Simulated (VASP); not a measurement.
Band structure of TlBr (CsCl type). Calculation: PBE GGA with D4 dispersion, VASP's PBE PAW potentials (set 64) (plane waves; VASP).

Unless said otherwise, spin-orbit coupling is left out, though it shifts the bands of the heavy elements here.

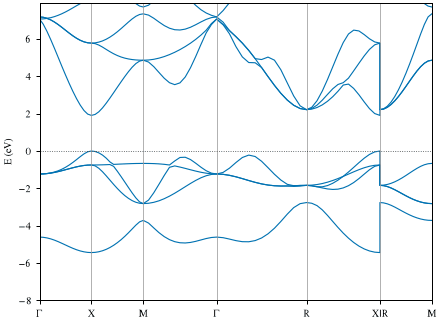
Figure: Bands along high-symmetry lines, zero at the valence-band maximum or, without a gap, the Fermi level

**Question.** Read the plot: is there a gap, and where are the band edges?

**Answer.** The gap is direct, 1.91 eV, from the valence maximum at X to the conduction minimum at X. (Edges off the drawn lines would not show.)

The compound is TlBr in the CsCl type structure. It was relaxed first.
